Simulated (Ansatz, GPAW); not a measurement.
**S/Pd(111): converging a work function**

Aim: the settings at which the work function of S/Pd(111) stops moving.

Main program and level: GPAW 26.7.0 and Ansatz 0.2.0; Ansatz plane waves; slab in vacuum with a dipole correction, relaxation; PAW set soft_1, in the first sound run; inputs show where later runs differ.

**1. The structure**

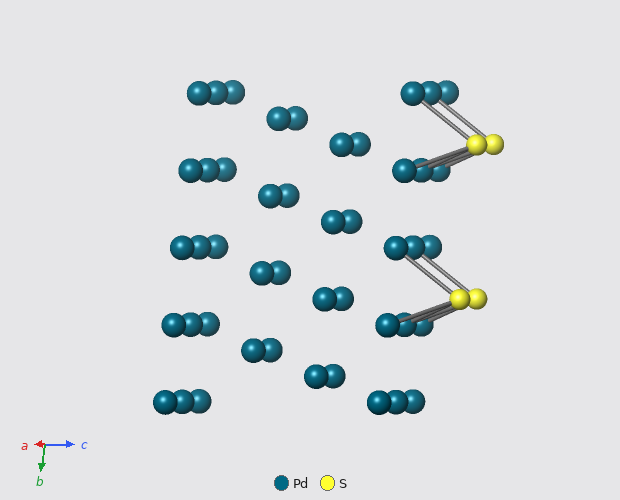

The starting structure, seen from the side, with the c axis across the page (palladium blue, sulfur yellow). 1×2×1 cells are drawn. Bonds to atoms that aren't drawn are left out. Some periodic images of atoms are drawn too.

The cell holds 18 atoms: 16 Pd and 2 S. Cell: a = 5.501 Å, b = 5.501 Å, c = 24.748 Å, α = 90.0°, β = 90.0°, γ = 60.0°. Vacuum lies along c.

**2. Relaxation**

Forces are removed first; all later runs use this geometry. The lowest 8 atoms are held at bulk positions and keep their forces.

Input file input.yaml:

```yaml
crystal:
  lattice:
    - [5.5012907576, 0.0, 0.0]
    - [2.7506453788, 4.7642575497, 0.0]
    - [0.0, 0.0, 24.7481072804]
  atoms:
    - { symbol: Pd, position: [0.0, 0.0, 0.3232570438] }
    - { symbol: Pd, position: [0.1666666666, 0.1666666666, 0.414007117] }
    - { symbol: Pd, position: [0.3333333334, 0.3333333334, 0.5047571902] }
    - { symbol: Pd, position: [0.0, 0.0, 0.5955072634] }
    - { symbol: Pd, position: [0.0, 0.5, 0.3232570438] }
    - { symbol: Pd, position: [0.1666666666, 0.6666666666, 0.414007117] }
    - { symbol: Pd, position: [0.3333333334, 0.8333333333, 0.5047571902] }
    - { symbol: Pd, position: [0.0, 0.5, 0.5955072634] }
    - { symbol: Pd, position: [0.5, 0.0, 0.3232570438] }
    - { symbol: Pd, position: [0.6666666666, 0.1666666666, 0.414007117] }
    - { symbol: Pd, position: [0.8333333334, 0.3333333334, 0.5047571902] }
    - { symbol: Pd, position: [0.5, 0.0, 0.5955072634] }
    - { symbol: Pd, position: [0.5, 0.5, 0.3232570438] }
    - { symbol: Pd, position: [0.6666666666, 0.6666666666, 0.414007117] }
    - { symbol: Pd, position: [0.8333333334, 0.8333333333, 0.5047571902] }
    - { symbol: Pd, position: [0.5, 0.5, 0.5955072634] }
    - { symbol: S, position: [0.3333333333, 0.3333333333, 0.6767429562] }
    - { symbol: S, position: [0.8333333333, 0.3333333333, 0.6767429562] }
kpoints:
  mp_grid: { grid: [7, 7, 1] }
hamiltonian:
  xc: pbe
  pseudopotentials: { kind: paw, azcp: { folder: soft_1 } }
scf:
  occupations: { method: fermi_dirac, width: 0.1 }
efield:
  axis: 3
  dipole_correction: true
  ramp_width: 0.05
relax:
  f_tol: 0.02
  max_steps: 60
  constraints: [{ sites: [0, 1, 4, 5, 8, 9, 12, 13] }]
output:
  write_potential: true
  write_density: true
  volumetric_format: npy
```

On the command line:

```sh
ansatz run input.yaml --threads 4 --pin off --max-ram 8192MiB --backend cpu --events-out ev --progress --plain --runs-dir out
```

Numbers of over 12 decimals in the logs are rounded to 6 here.

Log:

```text
Engine: ansatz 0.2.0, aarch64-unknown-linux-gnu
Pseudopotentials: kind: paw
Pseudopotential: Pd, paw, valence charge 18, recommended cutoff 420 eV (normal), soft_1/Pd.paw.azcp
Pseudopotential: S, paw, valence charge 6, recommended cutoff 420 eV (normal), soft_1/S.paw.azcp
Functional definition: PBE
  parameter kappa = 0.804
  parameter beta = 0.066725
  exchange = pbe_x(kappa = kappa, mu = beta*pi^2/3)
  correlation = pbe_c(beta = beta)
Crystal: 18 atoms, lattice volume = 648.637 Å³
Basis set: ecut = 420 eV, 12677 PW (Γ), exchange–correlation on 80×80×360 points (8 copies of the dense FFT grid, shifted against one another)
Bands: 180, of which v1, the nominal top of the filled ones, is band 150 counted from 1 (149 counted from 0)
Symmetry: 4 space group operations
Space group: Pm (ITA 6), of the structure as read, at distance tolerance 8.7e-5 Å
k-points: 16 of 49 (time reversal used)
Non-local potential: Pd, projectors of the file, l = 0: 2, l = 1: 2, l = 2: 2, l = 3: 1
Non-local potential: S, projectors of the file, l = 0: 2, l = 1: 2, l = 2: 1
PAW form: soft (Blöchl's): semilocal exchange-correlation on the pseudo side does not see the compensation charge
PAW one-centre angular grid: Pd, 590 points (default); XC on 64 Gauss nodes
PAW one-centre angular grid: S, 110 points (default); XC on 64 Gauss nodes
Initial density: superposition of atomic densities (neutral atoms: chi_scale 0, normalization atom)
Initial wavefunctions: pseudopotential atomic-orbital guess
Functional: x = pbe(κ = 0.804, μ = 0.219515), c = pbe(β = 0.066725)
SCF iter   1: F=—  HF=-113388.046546 eV  |F-HF|=—  |Δ(HF+E_count)|=         —  Δρ=1.10e-1  dr2=1.66e2  ethr=3.10e-3  p=0.000 e·Å  D=1.84e-9 V/Å  ΔV_dip=-0.00 eV  dr2_dipole=1.52e1  V_vac-E_F(+/−)=2.64/2.64 eV  ⟨swp⟩=7.0  Hψ=11615  notcnv=0  defer=71
efield: sawtooth ramp at fractional position 0.9750 (placed from the atoms, in the widest stretch of the axis that holds none; the zero of the levels goes with the place), width 0.0500; the density the first Hamiltonian is built on has a dipole p = 0.000 e·Å; the dipole correction subtracts the counter field D = 1.84e-9 V/Å, which shifts the + side's vacuum level by -0.00 eV against the − side's; the planar-averaged density in the ramp window peaks in size at 2.5e-7 e/Å³
preconditioner: auto → LDOS  [metal: Δε(μ)=0.011 eV  Ē_g=6.374 eV  σ=0.100 eV  W_gap=0.03  n_scr=138 (ndim 8)  ℏωp=19.1 eV  f_vac=0.547  D(μ)=36.25/eV (n_scr^D=342)  β→1.0]
SCF iter   2: F=—  HF=-113387.816547 eV  |F-HF|=—  |Δ(HF+E_count)|=   2.30e-1  Δρ=1.09e-1  dr2=8.06e1  ethr=3.10e-3  p=0.097 e·Å  D=2.71e-2 V/Å  ΔV_dip=-0.67 eV  dr2_dipole=1.37e-2  V_vac-E_F(+/−)=4.20/4.87 eV  ⟨swp⟩=4.0  Hψ=7789  notcnv=0  defer=162
SCF iter   3: F=—  HF=-113368.209665 eV  |F-HF|=—  |Δ(HF+E_count)|=    1.96e1  Δρ=1.62e-2  dr2=7.81e0  ethr=3.10e-3  p=0.103 e·Å  D=2.86e-2 V/Å  ΔV_dip=-0.71 eV  dr2_dipole=1.02e0  V_vac-E_F(+/−)=4.40/5.11 eV  ⟨swp⟩=3.0  Hψ=7385  notcnv=0  defer=261
SCF iter   4: F=—  HF=-113367.856325 eV  |F-HF|=—  |Δ(HF+E_count)|=   3.53e-1  Δρ=8.23e-3  dr2=2.03e0  ethr=2.60e-3  p=-0.038 e·Å  D=-1.06e-2 V/Å  ΔV_dip=0.26 eV  dr2_dipole=1.53e-1  V_vac-E_F(+/−)=5.16/4.90 eV  ⟨swp⟩=2.8  Hψ=3549  notcnv=0  defer=219
SCF iter   5: F=—  HF=-113367.711034 eV  |F-HF|=—  |Δ(HF+E_count)|=   1.45e-1  Δρ=4.60e-3  dr2=8.45e-1  ethr=6.76e-4  p=-0.018 e·Å  D=-5.02e-3 V/Å  ΔV_dip=0.12 eV  dr2_dipole=1.87e-1  V_vac-E_F(+/−)=5.33/5.21 eV  ⟨swp⟩=2.2  Hψ=3518  notcnv=0  defer=219
SCF iter   6: F=—  HF=-113367.702063 eV  |F-HF|=—  |Δ(HF+E_count)|=   8.97e-3  Δρ=1.96e-3  dr2=1.12e-1  ethr=2.82e-4  p=-0.028 e·Å  D=-7.69e-3 V/Å  ΔV_dip=0.19 eV  dr2_dipole=2.49e-4  V_vac-E_F(+/−)=5.38/5.19 eV  ⟨swp⟩=1.6  Hψ=3052  notcnv=0  defer=221
SCF iter   7: F=—  HF=-113367.693062 eV  |F-HF|=—  |Δ(HF+E_count)|=   9.00e-3  Δρ=6.97e-4  dr2=8.72e-3  ethr=3.74e-5  p=-0.037 e·Å  D=-1.04e-2 V/Å  ΔV_dip=0.26 eV  dr2_dipole=1.34e-4  V_vac-E_F(+/−)=5.49/5.23 eV  ⟨swp⟩=2.1  Hψ=3974  notcnv=0  defer=221
SCF iter   8: F=—  HF=-113367.693071 eV  |F-HF|=—  |Δ(HF+E_count)|=   9.01e-6  Δρ=3.07e-4  dr2=3.08e-3  ethr=2.91e-6  p=-0.040 e·Å  D=-1.10e-2 V/Å  ΔV_dip=0.27 eV  dr2_dipole=1.17e-7  V_vac-E_F(+/−)=5.50/5.22 eV  ⟨swp⟩=2.1  Hψ=4010  notcnv=0  defer=221
SCF iter   9: F=—  HF=-113367.693052 eV  |F-HF|=—  |Δ(HF+E_count)|=   1.86e-5  Δρ=1.48e-4  dr2=7.08e-4  ethr=1.03e-6  p=-0.040 e·Å  D=-1.13e-2 V/Å  ΔV_dip=0.28 eV  dr2_dipole=2.50e-4  V_vac-E_F(+/−)=5.49/5.21 eV  ⟨swp⟩=1.4  Hψ=2771  notcnv=0  defer=221
SCF iter  10: F=—  HF=-113367.693042 eV  |F-HF|=—  |Δ(HF+E_count)|=   1.01e-5  Δρ=6.45e-5  dr2=7.43e-5  ethr=2.36e-7  p=-0.041 e·Å  D=-1.14e-2 V/Å  ΔV_dip=0.28 eV  dr2_dipole=2.00e-6  V_vac-E_F(+/−)=5.50/5.22 eV  ⟨swp⟩=1.8  Hψ=3192  notcnv=0  defer=221
SCF iter  11: F=-113367.693039 eV  HF=-113367.693046 eV  |F-HF|=7.41e-6  |Δ(HF+E_count)|=   4.04e-6  Δρ=1.78e-5  dr2=7.64e-6  ethr=3.33e-9  p=-0.041 e·Å  D=-1.14e-2 V/Å  ΔV_dip=0.28 eV  dr2_dipole=1.93e-6  V_vac-E_F(+/−)=5.50/5.22 eV  ⟨swp⟩=11.4  Hψ=25951  notcnv=0
SCF 1 converged in 11 iterations: F = -113367.693039 eV  dr2 = 7.64e-6
  greatest PAW one-centre occupation: 0.999 electrons in one spin orbital (limit 2), on the Pd atom at site 15 (counted from 0), in its partial waves of l = 0
relax step   1: F+E_penalty+E_count = -113367.69303896 eV  Δ(F+E_penalty+E_count) = +0.000e0 eV  max|allowed force component| = 1.756e0 eV/Å  Δτ_max = 0.0000 Å  (11 SCF iters, dr2 threshold 1.00e-5 eV, accepted)
Initial density: handed on by an earlier stage of this run
Initial wavefunctions: those handed on with the density
SCF iter   1: F=—  HF=-113368.709208 eV  |F-HF|=—  |Δ(HF+E_count)|=         —  Δρ=1.63e-2  dr2=1.08e1  ethr=3.10e-3  p=-0.041 e·Å  D=-1.14e-2 V/Å  ΔV_dip=0.28 eV  dr2_dipole=4.31e0  V_vac-E_F(+/−)=5.47/5.19 eV  ⟨swp⟩=5.8  Hψ=8723  notcnv=0  defer=130
efield: sawtooth ramp at fractional position 0.9750 (handed on by an earlier solve), width 0.0500; the density the first Hamiltonian is built on has a dipole p = -0.041 e·Å; the dipole correction subtracts the counter field D = -1.14e-2 V/Å, which shifts the + side's vacuum level by +0.28 eV against the − side's; the planar-averaged density in the ramp window peaks in size at 2.9e-6 e/Å³
preconditioner: auto → LDOS  [metal: Δε(μ)=0.010 eV  Ē_g=7.254 eV  σ=0.100 eV  W_gap=0.02  n_scr=138 (ndim 8)  ℏωp=19.1 eV  f_vac=0.543  D(μ)=28.95/eV (n_scr^D=268)  β→1.0]
[...]
SCF iter   1: F=—  HF=-113368.601622 eV  |F-HF|=—  |Δ(HF+E_count)|=         —  Δρ=1.39e-3  dr2=8.35e-3  ethr=6.60e-5  p=0.022 e·Å  D=6.16e-3 V/Å  ΔV_dip=-0.15 eV  dr2_dipole=8.06e-5  V_vac-E_F(+/−)=5.08/5.23 eV  ⟨swp⟩=3.1  Hψ=6660  notcnv=0  defer=218
efield: sawtooth ramp at fractional position 0.9750 (handed on by an earlier solve), width 0.0500; the density the first Hamiltonian is built on has a dipole p = 0.022 e·Å; the dipole correction subtracts the counter field D = 6.16e-3 V/Å, which shifts the + side's vacuum level by -0.15 eV against the − side's; the planar-averaged density in the ramp window peaks in size at 1.8e-6 e/Å³
preconditioner: auto → LDOS  [metal: Δε(μ)=0.002 eV  Ē_g=7.305 eV  σ=0.100 eV  W_gap=0.00  n_scr=138 (ndim 8)  ℏωp=19.1 eV  f_vac=0.547  D(μ)=30.06/eV (n_scr^D=292)  β→1.0]
SCF iter   2: F=—  HF=-113368.601153 eV  |F-HF|=—  |Δ(HF+E_count)|=   4.69e-4  Δρ=7.59e-4  dr2=5.63e-3  ethr=2.78e-6  p=0.022 e·Å  D=6.04e-3 V/Å  ΔV_dip=-0.15 eV  dr2_dipole=2.70e-4  V_vac-E_F(+/−)=5.08/5.23 eV  ⟨swp⟩=2.8  Hψ=5754  notcnv=0  defer=216
SCF iter   3: F=—  HF=-113368.599455 eV  |F-HF|=—  |Δ(HF+E_count)|=   1.70e-3  Δρ=1.75e-4  dr2=4.42e-4  ethr=1.88e-6  p=0.022 e·Å  D=6.08e-3 V/Å  ΔV_dip=-0.15 eV  dr2_dipole=4.08e-5  V_vac-E_F(+/−)=5.08/5.23 eV  ⟨swp⟩=2.5  Hψ=4895  notcnv=0  defer=216
SCF iter   4: F=—  HF=-113368.599405 eV  |F-HF|=—  |Δ(HF+E_count)|=   5.02e-5  Δρ=9.12e-5  dr2=1.05e-4  ethr=1.47e-7  p=0.022 e·Å  D=6.06e-3 V/Å  ΔV_dip=-0.15 eV  dr2_dipole=1.13e-6  V_vac-E_F(+/−)=5.08/5.23 eV  ⟨swp⟩=2.9  Hψ=5124  notcnv=0  defer=216
SCF iter   5: F=—  HF=-113368.599398 eV  |F-HF|=—  |Δ(HF+E_count)|=   7.20e-6  Δρ=3.80e-5  dr2=1.96e-5  ethr=3.49e-8  p=0.022 e·Å  D=6.06e-3 V/Å  ΔV_dip=-0.15 eV  dr2_dipole=1.92e-7  V_vac-E_F(+/−)=5.08/5.23 eV  ⟨swp⟩=2.2  Hψ=4283  notcnv=0  defer=216
SCF iter   6: F=—  HF=-113368.599804 eV  |F-HF|=—  |Δ(HF+E_count)|=   4.06e-4  Δρ=2.00e-5  dr2=4.91e-6  ethr=6.52e-9  p=0.022 e·Å  D=6.06e-3 V/Å  ΔV_dip=-0.15 eV  dr2_dipole=1.91e-8  V_vac-E_F(+/−)=5.08/5.23 eV  ⟨swp⟩=2.1  Hψ=4171  notcnv=0  defer=216
SCF iter   7: F=—  HF=-113368.599805 eV  |F-HF|=—  |Δ(HF+E_count)|=   1.37e-6  Δρ=7.79e-6  dr2=8.67e-7  ethr=1.64e-9  p=0.022 e·Å  D=6.06e-3 V/Å  ΔV_dip=-0.15 eV  dr2_dipole=5.12e-8  V_vac-E_F(+/−)=5.08/5.23 eV  ⟨swp⟩=1.8  Hψ=3265  notcnv=0  defer=216
SCF iter   8: F=-113368.599806 eV  HF=-113368.599806 eV  |F-HF|=8.85e-9  |Δ(HF+E_count)|=   4.33e-7  Δρ=2.19e-6  dr2=6.63e-8  ethr=3.33e-11  p=0.022 e·Å  D=6.06e-3 V/Å  ΔV_dip=-0.15 eV  dr2_dipole=6.96e-9  V_vac-E_F(+/−)=5.08/5.23 eV  ⟨swp⟩=9.3  Hψ=22308  notcnv=0
SCF 6 converged in 8 iterations: F = -113368.599806 eV  dr2 = 6.63e-8
relax step   6: F+E_penalty+E_count = -113368.59980569 eV  Δ(F+E_penalty+E_count) = -1.608e-3 eV  max|allowed force component| = 5.790e-3 eV/Å  Δτ_max = 0.0222 Å  (8 SCF iters, accepted)
NSCF: frozen V_eff on 16 k-points
the band table was solved once a step of the walk had ended and its energy, with any forces and stress, was formed, with the checks that follow a solve (14088 applications of the Hamiltonian). They found nothing against the state; the energy, forces and stress were not computed again (output.eigenvalues in the input reference)
WARN: The output density's exchange-correlation potential varies sharply where the density is thin. Do not read a vacuum level from v_tot or v_xc, or from such a field of the output density. On a cell that repeats whose density bears no net charge and no dipole along the vacuum's axis use v_es (v_loc + v_h of the components); under efield.dipole_correction with no amplitude use v_es + v_field, which holds any externa [...]
SCF converged after 8 iterations
Free energy (F): -113368.599806 eV
Harris-Foulkes:  -113368.599806 eV  (|F-HF|=8.85e-9)
Internal energy: -113367.638444 eV  (E = F + TS)
E sigma→0 (E₀):  -113368.119125 eV
Entropy (-TS):   -0.961362 eV (-53.409 meV/atom)
Fermi energy:    4.598565 eV
Dipole field:    D = 0.006126 V/Å  (p = 0.021961 e·Å, saw-weighted, corrected)
Work function:   Φ+ = 5.0777 eV   Φ− = 5.2293 eV
Levels:          The Fermi level and band energies are counted from a zero that moves with the ramp; work functions are not
--- Per-component energies (eV) ---
  E_band       = -6587.538326
  E_kinetic    = 7385.992162
  E_local      = -518071.906094  (includes V_loc(G=0)·N_el)
  E_nonlocal   = 6002.650651
  E_hartree    = 253951.806603
  E_xc         = -2389.031213
  E_vxc        = -2961.252483  (∫ρ·V_xc dr)
  E_paw        = -62192.397664  (= ΣΔE_a)
  E_vpaw       = -6847.971992  (= ΣTr[D̂ρ^β])
  E_aug_tail   = 0.003803  (compensation charges beyond the density's cutoff)
  E_efield     = 0.000067  (sawtooth field / dipole correction)
  E_vefield    = 1.363228  (∫n·V_field dr)
  E_ewald      = 201945.243241
  E_smearing   = -0.961362  (= −TS)
  E_closure    = -0.000000  (closes the sum)
  Σ components = -113368.599806   (vs F -113368.599806, Δ=0.00e0)
--- Forces (eV/Å), atoms counted from 1 ---
  atom   1  Pd     0.00000000    -0.00617563    -0.33663969
  atom   2  Pd     0.00000000    -0.05632080     0.31226909
  atom   3  Pd    -0.00000000    -0.00149575     0.00177168
  atom   4  Pd     0.00000000    -0.00009635     0.00136707
  atom   5  Pd     0.00000000     0.00445665    -0.34377524
  atom   6  Pd     0.00000000     0.05759352     0.36535350
  atom   7  Pd     0.00000000     0.00210492     0.00192985
  atom   8  Pd     0.00000000     0.00574372    -0.00292843
  atom   9  Pd     0.00000000    -0.00617563    -0.33663969
  atom  10  Pd     0.00000000    -0.05632080     0.31226909
  atom  11  Pd    -0.00000000    -0.00149575     0.00177168
  atom  12  Pd     0.00000000    -0.00009635     0.00136707
  atom  13  Pd     0.00000000     0.00445665    -0.34377524
  atom  14  Pd     0.00000000     0.05759352     0.36535350
  atom  15  Pd     0.00000000     0.00210492     0.00192985
  atom  16  Pd     0.00000000     0.00574372    -0.00292843
  atom  17  S      0.00000000    -0.00578993     0.00066343
  atom  18  S      0.00000000    -0.00578993     0.00066343
  max |Σ_I F_I| component: 4.07e-5 eV/Å
--- Band table (eV; the first three rows and the last of 16) ---
  k-point 0: bands = [... 146 lower, 4.7287, 4.7572, 4.7607, 4.7662, 4.9107, 4.9152, 4.9172, 5.0746, ... 26 higher]
  k-point 1: bands = [... 146 lower, 4.5525, 4.5734, 4.6322, 4.7202, 4.7363, 4.7677, 4.8898, 5.1481, ... 26 higher]
  k-point 2: bands = [... 146 lower, 4.4115, 4.4308, 4.4443, 4.5134, 4.6873, 4.6887, 4.8467, 4.9932, ... 26 higher]
  k-point 15: bands = [... 146 lower, 4.2727, 4.2851, 4.3239, 4.3514, 4.4545, 4.4923, 4.6789, 4.6793, ... 26 higher]
--- Relaxed structure (6 steps of the walk, 6 accepted, 0 SCFs on fresh bases) ---
  F+E_penalty+E_count = -113368.59980569 eV   max|allowed force component| = 5.790e-3 eV/Å
  atoms:
    - { symbol: Pd, position: [-2.6984587404801705e-17, 0.0, 0.323257] }
    - { symbol: Pd, position: [0.1666666667, 0.1666666666, 0.414007] }
    - { symbol: Pd, position: [0.332481, 0.335038, 0.507009] }
    - { symbol: Pd, position: [0.00520056, -0.010401, 0.599929] }
    - { symbol: Pd, position: [-5.551115123125783e-17, 0.5, 0.323257] }
    - { symbol: Pd, position: [0.166667, 0.6666666666, 0.414007] }
    - { symbol: Pd, position: [0.334371, 0.831257, 0.507324] }
    - { symbol: Pd, position: [-0.001279, 0.502558, 0.604830] }
    - { symbol: Pd, position: [0.5, 0.0, 0.323257] }
    - { symbol: Pd, position: [0.666667, 0.1666666666, 0.414007] }
    - { symbol: Pd, position: [0.832481, 0.335038, 0.507009] }
    - { symbol: Pd, position: [0.505201, -0.010401, 0.599929] }
    - { symbol: Pd, position: [0.5, 0.5, 0.323257] }
    - { symbol: Pd, position: [0.666667, 0.6666666666, 0.414007] }
    - { symbol: Pd, position: [0.834371, 0.831257, 0.507324] }
    - { symbol: Pd, position: [0.498721, 0.502558, 0.604830] }
    - { symbol: S, position: [0.352568, 0.294863, 0.669950] }
    - { symbol: S, position: [0.852568, 0.294863, 0.669950] }
```

It took 7.6 min on 4 threads of Arm Neoverse V1, shared host; peak memory 2.9 GiB.

Relaxation path:

```csv
step,energy less that of the first step (eV),largest force component (eV/Å)
1,0.0000,1.7559
2,-0.7401,1.0348
3,-0.8524,0.6864
4,-0.9038,0.1200
5,-0.9052,0.0354
6,-0.9068,0.0058
```

Forces are held to the 4 operations that the run works with; a distortion that breaks them can't arise in this run.

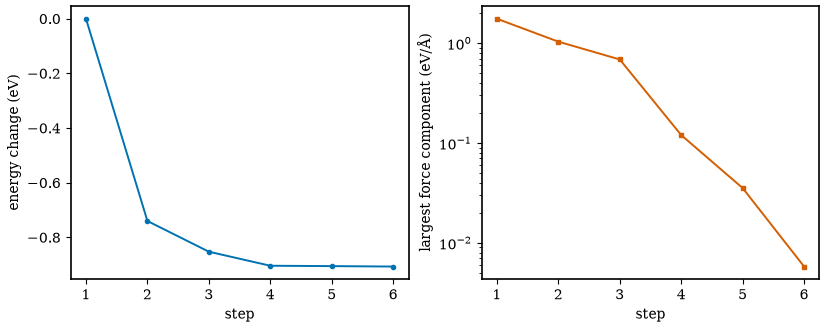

Energy and largest force along the relaxation.

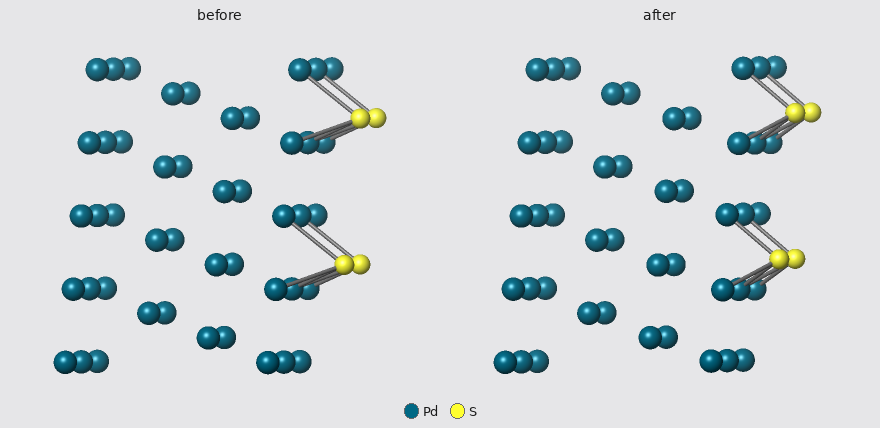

Before and after, at one scale. Bonds to atoms that aren't drawn are left out.

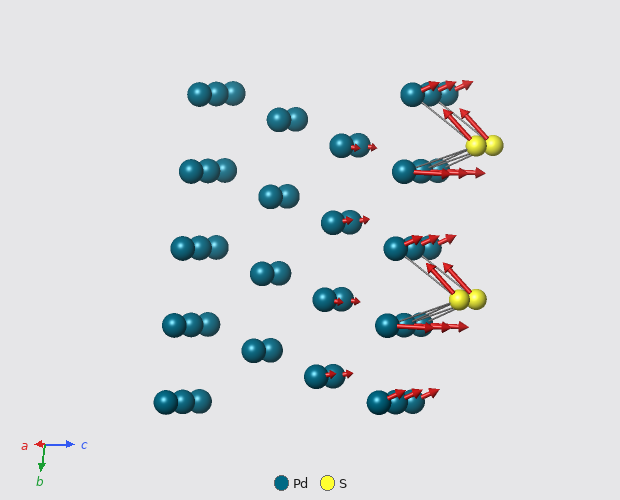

Displacements in the relaxation, exaggerated; the longest in the cell stands for 0.25 Å. Bonds to atoms that aren't drawn are left out. 1×2×1 cells are drawn. Some periodic images of atoms are drawn too.

The atoms that moved most (Å):

```
atom     dx      dy      dz  length
 S18  0.000  -0.183  -0.168   0.249
 S17  0.000  -0.183  -0.168   0.249
 Pd8  0.000   0.012   0.231   0.231
Pd16  0.000   0.012   0.231   0.231
Pd12  0.000  -0.050   0.109   0.120
 Pd4  0.000  -0.050   0.109   0.120
 Pd7  0.000  -0.010   0.064   0.064
Pd15  0.000  -0.010   0.064   0.064
```

Final coordinates:

```
Pd S
1.0
     5.50129    0.00000    0.00000
     2.75065    4.76426    0.00000
     0.00000    0.00000   24.74811
Pd S
16 2
Direct
  0.00000 0.00000 0.32326
  0.16667 0.16667 0.41401
  0.33248 0.33504 0.50701
  0.00520 0.98960 0.59993
  0.00000 0.50000 0.32326
  0.16667 0.66667 0.41401
  0.33437 0.83126 0.50732
  0.99872 0.50256 0.60483
  0.50000 0.00000 0.32326
  0.66667 0.16667 0.41401
  0.83248 0.33504 0.50701
  0.50520 0.98960 0.59993
  0.50000 0.50000 0.32326
  0.66667 0.66667 0.41401
  0.83437 0.83126 0.50732
  0.49872 0.50256 0.60483
  0.35257 0.29486 0.66995
  0.85257 0.29486 0.66995
```

This step gave:

| Quantity | Value |
| --- | --- |
| free energy | -113368.5998 eV |
| smearing term TS | 0.9614 eV |
| symmetry operations | 4 |
| upper work function | 5.078 eV |
| lower work function | 5.229 eV |
| dipole along the normal | 0.02196 e·Å |
| dipole field | 0.006126 V/Å |
| vacuum level above | 9.676 eV |
| vacuum level below | 9.828 eV |

[end of part 1 of 3]

[Logs are printed without paths, hosts, clocks, repeated set-up lines and the standing remarks that a program may print on its own settings, such as how far it seeks lower states.]

[Hosts, paths, dates, database ids (printed as entryN), source tags and the programs' standing remarks are cut or masked in the printed files.]
